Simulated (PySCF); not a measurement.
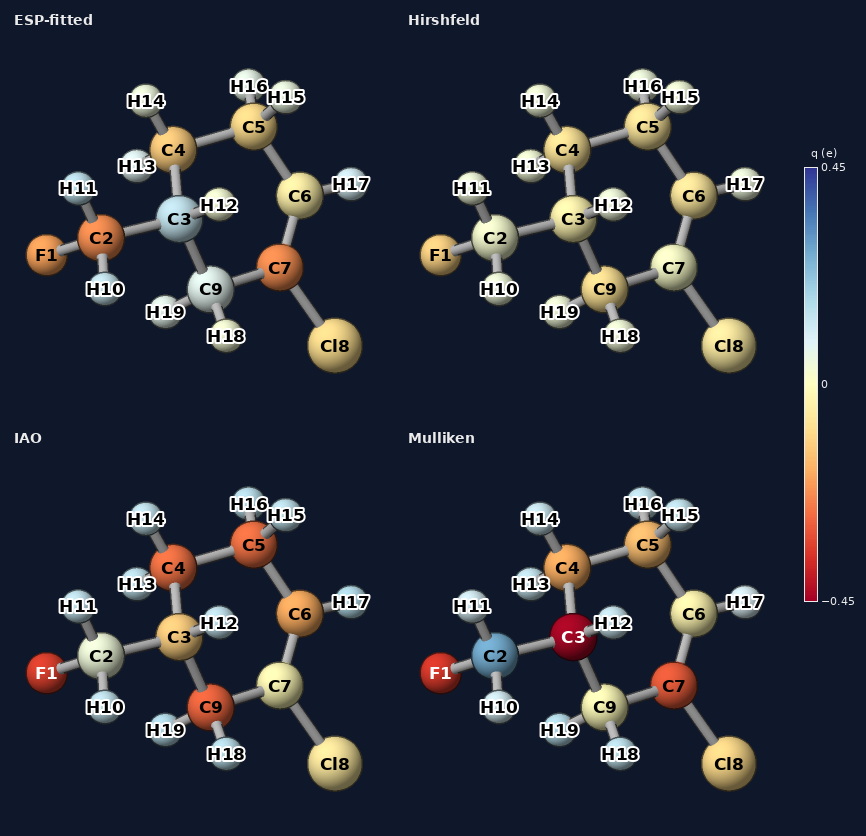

Atomic charges of one calculation by 4 schemes, on one colour scale. The geometry was computed by an optimisation with GFN2-xTB. No frequency run is at hand to confirm it as a minimum. Computed with PBE0/pcSseg-1 (PySCF 2.14.0).

> On which atom do the schemes disagree most?

On C3 (from −0.44 to 0.14 e).

List the charges (e), one line for each set of equivalent atoms.

```json
{"atom": "F1", "ESP-fitted": "−0.19", "Hirshfeld": "−0.11", "IAO": "−0.33", "Mulliken": "−0.34"}
{"atom": "C2", "ESP-fitted": "−0.22", "Hirshfeld": "0.03", "IAO": "0.04", "Mulliken": "0.26"}
{"atom": "C3", "ESP-fitted": "0.14", "Hirshfeld": "−0.03", "IAO": "−0.12", "Mulliken": "−0.44"}
{"atom": "C4", "ESP-fitted": "−0.12", "Hirshfeld": "−0.07", "IAO": "−0.26", "Mulliken": "−0.17"}
{"atom": "C5", "ESP-fitted": "−0.09", "Hirshfeld": "−0.06", "IAO": "−0.26", "Mulliken": "−0.15"}
{"atom": "C6", "ESP-fitted": "−0.04", "Hirshfeld": "−0.06", "IAO": "−0.18", "Mulliken": "−0.03"}
{"atom": "C7", "ESP-fitted": "−0.22", "Hirshfeld": "0.02", "IAO": "−0.02", "Mulliken": "−0.29"}
{"atom": "Cl8", "ESP-fitted": "−0.09", "Hirshfeld": "−0.05", "IAO": "−0.06", "Mulliken": "−0.10"}
{"atom": "C9", "ESP-fitted": "0.07", "Hirshfeld": "−0.08", "IAO": "−0.27", "Mulliken": "−0.01"}
{"atom": "H10", "ESP-fitted": "0.13", "Hirshfeld": "0.04", "IAO": "0.14", "Mulliken": "0.11"}
{"atom": "H11", "ESP-fitted": "0.14", "Hirshfeld": "0.04", "IAO": "0.14", "Mulliken": "0.11"}
{"atom": "H12", "ESP-fitted": "0.03", "Hirshfeld": "0.04", "IAO": "0.14", "Mulliken": "0.12"}
{"atom": "H13", "ESP-fitted": "0.08", "Hirshfeld": "0.04", "IAO": "0.14", "Mulliken": "0.13"}
{"atom": "H14", "ESP-fitted": "0.05", "Hirshfeld": "0.04", "IAO": "0.13", "Mulliken": "0.12"}
{"atom": "H15", "ESP-fitted": "0.06", "Hirshfeld": "0.04", "IAO": "0.14", "Mulliken": "0.13"}
{"atom": "H16", "ESP-fitted": "0.07", "Hirshfeld": "0.05", "IAO": "0.15", "Mulliken": "0.14"}
{"atom": "H17", "ESP-fitted": "0.11", "Hirshfeld": "0.05", "IAO": "0.16", "Mulliken": "0.10"}
{"atom": "H18", "ESP-fitted": "0.03", "Hirshfeld": "0.04", "IAO": "0.15", "Mulliken": "0.14"}
{"atom": "H19", "ESP-fitted": "0.07", "Hirshfeld": "0.04", "IAO": "0.16", "Mulliken": "0.16"}
```
